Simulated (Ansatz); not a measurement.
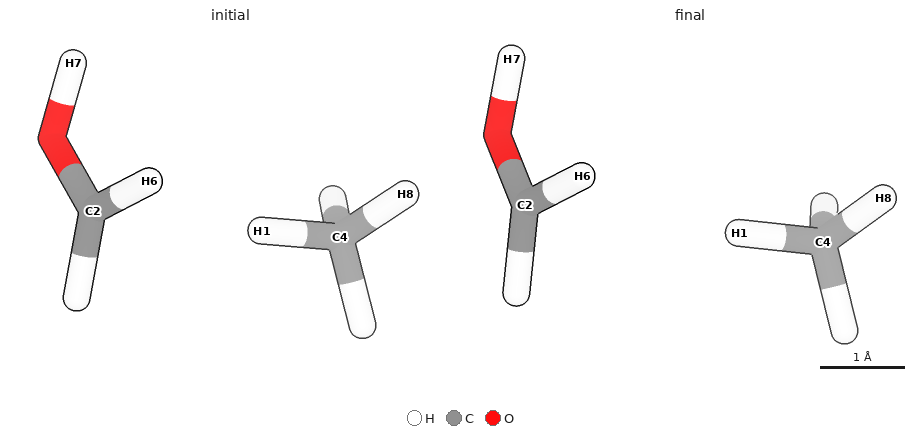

The structure of C₂H₇O (multiplicity 2) before (left) and after (right) a relaxation, at one scale.

The picture is a stick view, seen at a tilt.

The run prepares an end point of a later path (reaction) calculation, from a guessed geometry.

These are results of UKS B3LYP/def2-SVPD (Ansatz 0.2.0), not measurements.

The input:
```yaml
crystal:
  periodic: [false, false, false]
  atoms:
    - { symbol: H, position_ang: [-0.119715, -0.504177, 0.42525] }
    - { symbol: C, position_ang: [-0.39031, 1.557769, -0.727137] }
    - { symbol: O, position_ang: [0.261065, 1.072894, -1.820829] }
    - { symbol: C, position_ang: [0.041776, -1.427401, 0.973731] }
    - { symbol: H, position_ang: [-1.459009, 1.371224, -0.709804] }
    - { symbol: H, position_ang: [0.173924, 1.935621, 0.121717] }
    - { symbol: H, position_ang: [1.208001, 1.217304, -1.74535] }
    - { symbol: H, position_ang: [0.784251, -1.263782, 1.766429] }
    - { symbol: H, position_ang: [-0.904488, -1.752853, 1.425432] }
    - { symbol: H, position_ang: [0.404505, -2.2065, 0.290462] }
magnetization:
  spin_polarized: true
  initial_magnetization: 1
basis:
  gaussian: { orbitals: def2-SVPD }
hamiltonian:
  xc: b3lyp
relax:
  f_tol: 0.03
  max_steps: 50
```

Launched with:
```bash
ansatz run input.yaml --threads 4 --pin off --max-ram 5120MiB --backend cpu --events-out ev --progress --plain --runs-dir out
```

What changed between the two?

The largest move after the best rigid fit is that of H10, 0.43 Å. By element the largest moves are H 0.43 Å, C 0.39 Å, O 0.22 Å. Among the contacts that change: H1–C4 1.086 → 1.098 Å, C2–H6 1.087 → 1.091 Å. Over 7 accepted moves (8 points after the start) the energy falls by 1.18 kcal/mol. The largest force component goes from 0.4 to 0.012 eV/Å. The line search rejected the trial step at point 2 of the run.

Limits of the set-up: the start holds two separate molecules, 2.4 Å apart at their closest, whose relative position is a soft coordinate and is computed without a dispersion correction.
